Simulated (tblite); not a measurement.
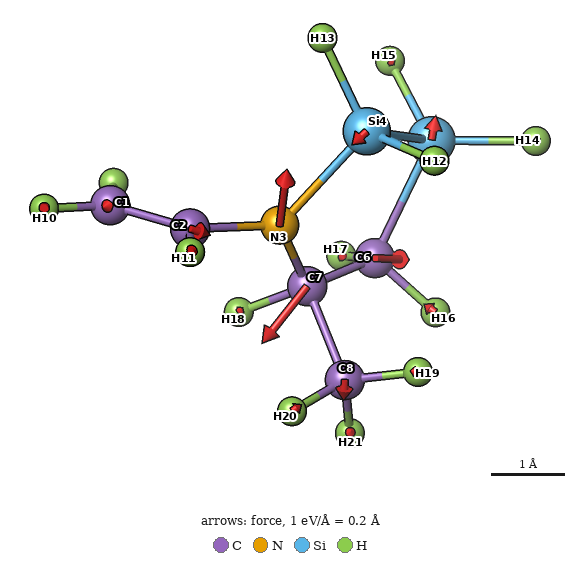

Starting geometry of C$_{5}$H$_{13}$NSi$_{2}$ with the computed forces as red arrows. Style: ball-and-stick. Shown at a tilt.

Level of theory: GFN2-xTB geometry optimisation, gas phase in tblite 0.8.0. 

**Is this structure relaxed? If not, where do the atoms go?**

It isn't relaxed: the largest force vector, on a C atom, is 5.22 eV/Å. The final displacements have little in common with the starting forces (cosine between the two patterns 0.06). The largest move after the best rigid fit is that of an H atom, 2.24 Å. By element the largest moves are H 2.24 Å, C 0.98 Å, Si 0.56 Å, N 0.38 Å. Near-neighbour distances that change, for instance: C–C 1.425 → 1.532 Å, C–N 1.378 → 1.457 Å, C–Si 1.841 → 1.911 Å, C–N 1.445 → 1.377 Å. Among the angles between lasting bonds that change: Si–Si–H 107.6° → 119.4°, N–C–C 122.1° → 110.6°, C–C–N 118.2° → 129.1°. Groups turn about C–N by about 80°, C–Si by about 40°, C–C by about 40°. After 141 geometry steps the energy has fallen by 145.0 kJ/mol. Cost: 2.1 s on 1 thread of Arm Neoverse N1, on a shared host.
